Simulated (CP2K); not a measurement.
# CH8AlNSSi (SMILES C[S][Al]([NH2])[SiH3]): PM6

What is the energy change on altering one bond length of CH8AlNSSi at PM6? 

Program for the calculation: CP2K 2026.2.

1 further run of the same task is left out (set aside as unsound or not needed).

### 1 Starting point

CH8AlNSSi has 13 atoms, charge 0, and is taken as a singlet. As SMILES, `C[S][Al]([NH2])[SiH3]`. Geometry: a rough force-field guess. This is one conformer, not always the lowest.

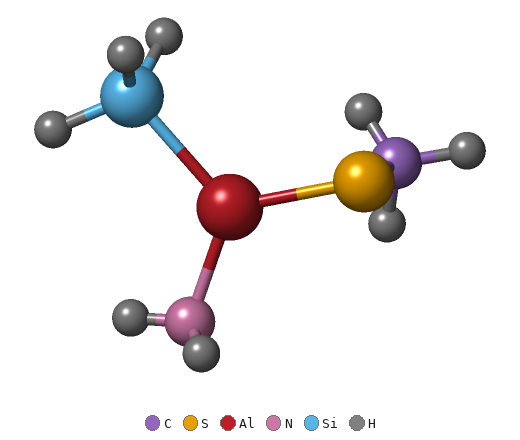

The structure, seen from a chosen angle (carbon purple, sulfur amber, aluminium red, nitrogen pink, silicon blue, hydrogen grey).

### 2 Energy and gradient at PM6

molecule.xyz

```xyz
13

C     -2.268400     0.665200     0.752900
S     -0.912700     0.518500     1.876000
Al     0.592900     0.233000     0.210100
N      1.614400     1.751000    -0.511000
Si     1.056900    -1.937300    -0.632100
H     -3.240000     0.887100     1.333500
H     -2.414900    -0.205900     0.133600
H     -2.122100     1.604600     0.072400
H      2.220100     1.387600    -1.170500
H      2.106200     2.156700     0.291100
H     -0.199100    -2.494800    -1.137100
H      1.569500    -2.778700     0.490000
H      2.017700    -1.821700    -1.694100
```

gas.inp

```
&GLOBAL
  PROJECT_NAME gas
  RUN_TYPE ENERGY_FORCE
  PRINT_LEVEL MEDIUM
&END GLOBAL

&FORCE_EVAL
  METHOD QUICKSTEP
  &DFT
    CHARGE 0
    MULTIPLICITY 1
    &QS
      METHOD PM6
      EPS_DEFAULT 1.0E-10
      &SE
        &COULOMB
          CUTOFF [angstrom] 50
          RC_RANGE [angstrom] 0
        &END COULOMB
        &EXCHANGE
          CUTOFF [angstrom] 50
          RC_RANGE [angstrom] 0
        &END EXCHANGE
      &END SE
    &END QS
    &POISSON
      PERIODIC NONE
      POISSON_SOLVER ANALYTIC
    &END POISSON
    &SCF
      SCF_GUESS ATOMIC
      EPS_SCF 1.0E-07
      MAX_SCF 100
      ADDED_MOS 8
      &DIAGONALIZATION
        ALGORITHM STANDARD
      &END DIAGONALIZATION
      &MIXING
        METHOD DIRECT_P_MIXING
        ALPHA 0.4
      &END MIXING
    &END SCF
    &PRINT
      &MOMENTS
        PERIODIC F
        REFERENCE COM
        MAX_MOMENT 1
      &END MOMENTS
      &MO ON
        ENERGIES T
        OCCUPATION_NUMBERS T
        NDIGITS 6
        &EACH
          QS_SCF 0
        &END EACH
        ADD_LAST NUMERIC
      &END MO
      &HIRSHFELD OFF
      &END HIRSHFELD
    &END PRINT
  &END DFT
  &SUBSYS
    # vacuum box
    &CELL
      ABC [angstrom] 17.5 16.9 15.6
      PERIODIC NONE
    &END CELL
    &TOPOLOGY
      COORD_FILE_NAME molecule.xyz
      COORD_FILE_FORMAT XYZ
      &CENTER_COORDINATES
      &END CENTER_COORDINATES
    &END TOPOLOGY
  &END SUBSYS
  # extra output
  &PRINT
    &FORCES ON
    &END FORCES
  &END PRINT
&END FORCE_EVAL
```

Started as:

```
$ OMP_NUM_THREADS=1 cp2k.psmp gas.inp > gas.out
```

The log of the run:

```text
CP2K| version string:                                       CP2K version 2026.2
[...]
 GLOBAL| Method name                                                        CP2K
[...]
 GLOBAL| Run type                                                   ENERGY_FORCE
[...]
                             - Atoms:                                         13
[...]
                             - Spherical basis functions:                     43
[...]
 Number of electrons:                                                         30
[...]
     1 P_Mix/Diag. 0.40E+00    0.0     0.70783842       -18.7905993074 -1.88E+01
[...]
    26 DIIS/Diag.  0.12E-06    0.0     0.00000008       -26.1874947205 -2.84E-14
  *** SCF run converged in    26 steps ***
  Core-core repulsion energy [eV]:                           1745.33437225972762
  Core Hamiltonian energy [eV]:                             -1109.26023882089407
  Two-electron integral energy [eV]:                        -2697.34420903978389
  Electronic energy [eV]:                                   -2457.93234334078625
  Total energy [eV]:                                         -712.59797108105852
  Atomic reference energy [eV]:                               709.77410967008814
  Heat of formation [kcal/mol]:                               -65.11979629776607
[...]
 SE_DIPOLE| Moment [Debye]         -1.11940936       2.04428289       1.64426262
 SE_DIPOLE| Derivative [a.u.]       0.00000000       0.00000000       0.00000000
 ENERGY| Total FORCE_EVAL ( QS ) energy [hartree]            -26.187494720499693
 FORCES| Atomic forces [hartree/bohr]
 FORCES|   Atom     x               y               z               |f|
 FORCES|      1 -2.72767262E-02  3.88652110E-02 -1.58118159E-02   5.00453588E-02
 FORCES|      2  3.45420379E-02 -3.19323265E-03 -7.05424255E-03   3.53993143E-02
 FORCES|      3  3.60883306E-02 -4.25941312E-02 -3.65898375E-02   6.67491111E-02
 FORCES|      4 -6.29245915E-02 -4.60584342E-02  5.17009250E-02   9.35621143E-02
 FORCES|      5 -2.66643763E-02  8.44030607E-02  4.66783354E-02   1.00068640E-01
 FORCES|      6  2.15872120E-02 -7.07612443E-03 -1.17960165E-02   2.55973683E-02
 FORCES|      7 -5.45620954E-03 -4.60273740E-03 -3.04797961E-03   7.76180352E-03
 FORCES|      8 -7.25333259E-03 -2.38476522E-02  1.58769549E-02   2.95533255E-02
 FORCES|      9  2.70943778E-02 -2.86848464E-03 -1.77167321E-02   3.24994786E-02
 FORCES|     10  5.10478741E-03  5.07125371E-03 -8.10228676E-03   1.08362133E-02
 FORCES|     11 -1.02027464E-02 -2.87412368E-03 -3.76396646E-03   1.12482916E-02
 FORCES|     12  1.70328280E-03  1.75343523E-03  2.81652389E-03   3.72941206E-03
 FORCES|     13  1.36579540E-02  3.02195988E-03 -1.31898619E-02   1.92261386E-02
[...]
```

It took 0.5 s on 1 thread of Arm Neoverse N1, shared host; peak memory 0.14 GiB.

### 3 The distorted shape, same level

molecule.xyz

```xyz
13

C     -2.447810     0.959691     0.360164
S     -1.092110     0.812991     1.483264
Al     0.413490     0.527491    -0.182636
N      1.434990     2.045491    -0.903736
Si     0.877490    -1.642809    -1.024836
H     -3.419410     1.181591     0.940764
H     -2.594310     0.088591    -0.259136
H     -2.301510     1.899091    -0.320336
H      2.040690     1.682091    -1.563236
H      1.926790     2.451191    -0.101636
H     -0.378510    -2.200309    -1.529836
H      1.569500    -2.778700     0.490000
H      1.838290    -1.527209    -2.086836
```

molecule.inp

```
&force_eval
 method QS
 &dft
  &qs
   method PM6
   eps_default 1.0E-10
   &se
    &coulomb
     cutoff [angstrom] 50
     rc_range [angstrom] 0
    &end coulomb
    &exchange
     cutoff [angstrom] 50
     rc_range [angstrom] 0
    &end exchange
   &end se
  &end qs
  &poisson
   periodic NONE
   poisson_solver ANALYTIC
  &end poisson
  &scf
   scf_guess ATOMIC
   eps_scf 1.0E-07
   max_scf 100
   added_mos 8
   &diagonalization
    algorithm STANDARD
   &end diagonalization
   &mixing
    method DIRECT_P_MIXING
    alpha 0.4
   &end mixing
  &end scf
  &print
   &moments
    periodic F
    reference COM
    max_moment 1
   &end moments
   &mo ON
    energies T
    occupation_numbers T
    ndigits 6
    &each
     qs_scf 0
    &end each
    add_last NUMERIC
   &end mo
   &hirshfeld OFF
   &end hirshfeld
  &end print
 &end dft
 &subsys
  &cell
   abc 17.5 17.2 15.6
   periodic NONE
  &end cell
  &topology
   coord_file_name molecule.xyz
   coord_file_format XYZ
   &center_coordinates
   &end center_coordinates
  &end topology
 &end subsys
 &print
  &forces ON
  &end forces
 &end print
&end force_eval

&global
 project molecule
 run_type ENERGY_FORCE
 print_level MEDIUM
&end global
```

Started as:

```
$ OMP_NUM_THREADS=1 cp2k.psmp -i molecule.inp > molecule.out 2>&1
```

The log of the run:

```text
CP2K| version string:                                       CP2K version 2026.2
[...]
 GLOBAL| Method name                                                        CP2K
[...]
 GLOBAL| Run type                                                   ENERGY_FORCE
[...]
                             - Atoms:                                         13
[...]
                             - Spherical basis functions:                     43
[...]
 Number of electrons:                                                         30
[...]
     1 P_Mix/Diag. 0.40E+00    0.0     0.70497587       -18.8700834730 -1.89E+01
[...]
    27 DIIS/Diag.  0.11E-06    0.0     0.00000004       -26.1365484659 -9.95E-14
  *** SCF run converged in    27 steps ***
  Core-core repulsion energy [eV]:                           1734.03075520415496
  Core Hamiltonian energy [eV]:                             -1107.00244729789324
  Two-electron integral energy [eV]:                        -2676.47992179602261
  Electronic energy [eV]:                                   -2445.24240819590432
  Total energy [eV]:                                         -711.21165299174959
  Atomic reference energy [eV]:                               709.77410967008814
  Heat of formation [kcal/mol]:                               -33.15053915611245
[...]
 SE_DIPOLE| Moment [Debye]         -1.23169819       2.25246871       1.30723075
 SE_DIPOLE| Derivative [a.u.]       0.00000000       0.00000000       0.00000000
 ENERGY| Total FORCE_EVAL ( QS ) energy [hartree]            -26.136548465924143
 FORCES| Atomic forces [hartree/bohr]
 FORCES|   Atom     x               y               z               |f|
 FORCES|      1 -2.72660476E-02  3.88585238E-02 -1.57052257E-02   5.00007634E-02
 FORCES|      2  3.49078782E-02 -3.49589532E-03 -7.66516962E-03   3.59101110E-02
 FORCES|      3  3.66444800E-02 -4.31788128E-02 -3.53084755E-02   6.67376673E-02
 FORCES|      4 -6.32003653E-02 -4.66318159E-02  5.17422424E-02   9.40535596E-02
 FORCES|      5 -2.50844912E-04  4.48028234E-02  1.05146419E-01   1.14294030E-01
 FORCES|      6  2.15764317E-02 -7.06984753E-03 -1.18047989E-02   2.55905925E-02
 FORCES|      7 -5.44569812E-03 -4.60768465E-03 -3.06760815E-03   7.76508890E-03
 FORCES|      8 -7.23859270E-03 -2.38430803E-02  1.58501985E-02   2.95316524E-02
 FORCES|      9  2.70348628E-02 -2.93755339E-03 -1.77628412E-02   3.24812492E-02
 FORCES|     10  5.12501964E-03  4.92368717E-03 -7.99217117E-03   1.06950139E-02
 FORCES|     11 -1.07176742E-02 -5.02975884E-03 -2.62145809E-03   1.21259662E-02
 FORCES|     12 -2.65059368E-02  4.64011404E-02 -5.78161650E-02   7.87295336E-02
 FORCES|     13  1.53364874E-02  1.80827397E-03 -1.29949466E-02   2.01828228E-02
[...]
```

It took 0.5 s on 1 thread of Arm Neoverse N1, shared host; peak memory 0.14 GiB.

### 4 Summary of results

At PM6:

| quantity | value |
| --- | --- |
| first shape: total energy | -26.18749 Eh |
| first shape: dipole moment | 2.85 D |
| first shape: HOMO energy | -8.50 eV |
| first shape: LUMO energy | -0.45 eV |
| first shape: HOMO–LUMO gap | 8.06 eV |
| first shape: heat of formation at this unrelaxed shape | -65.1 kcal/mol |
| first shape: largest force on an atom | 5.146 eV/Å |
| distorted shape: total energy | -26.13655 Eh |
| distorted shape: dipole moment | 2.88 D |
| distorted shape: HOMO energy | -8.52 eV |
| distorted shape: LUMO energy | -0.46 eV |
| distorted shape: HOMO–LUMO gap | 8.06 eV |
| distorted shape: heat of formation at this unrelaxed shape | -33.2 kcal/mol |
| distorted shape: largest force on an atom | 5.877 eV/Å |
| energy change with the Si5–H12 bond stretched from 1.493 to 2.016 Å | 1.386 eV |

**Reading.** With the Si5–H12 bond stretched from 1.493 to 2.016 Å the energy rises by 1.39 eV (134 kJ/mol). The first shape isn't relaxed at this level, so the change isn't measured from a minimum. The largest force (first shape) is 5.15 eV/Å: the shape isn't a stationary point for this species at this level.
